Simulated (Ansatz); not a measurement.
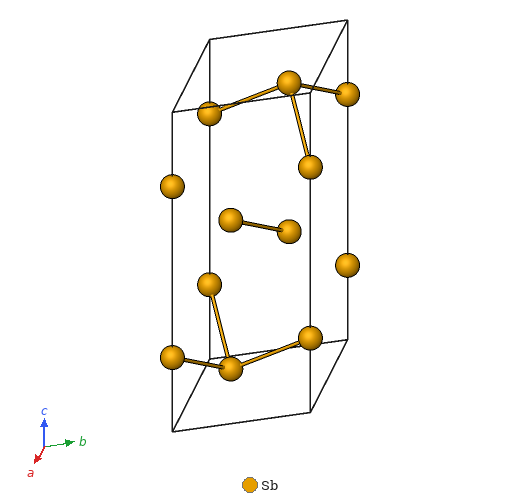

Sb, space group R-3m:H (No. 166), a = 4.376 Å, b = 4.376 Å, c = 11.529 Å, α = 90.00°, β = 90.00°, γ = 120.00°

```tsv
site	Wyckoff	x	y	z
Sb	6c	0.3333	0.6667	0.8993
```

Source: the end point of a relaxation with DFT, PBE, plane waves (420 eV) with PAW, scalar-relativistic in Ansatz 0.2.0.

**Compute the Voronoi cell of each site (no radii): faces and volume.**

| site | faces above 1 % of the sphere | volume (Å³) | solid angle by neighbour (%) |
| --- | --- | --- | --- |
| Sb | 6 | 31.86 | Sb 100 |

Weighted by multiplicity the volumes add up to the cell volume, 191.2 Å³.

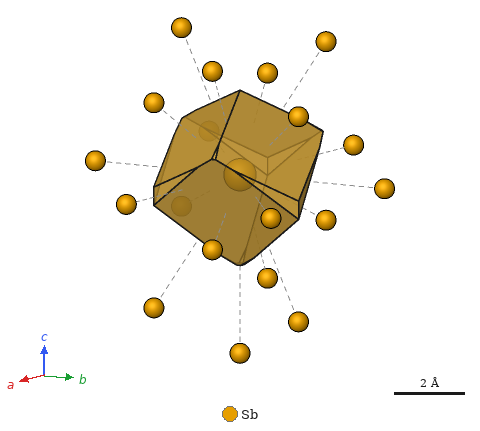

The computed Voronoi cell of Sb, with the neighbours that bound it.
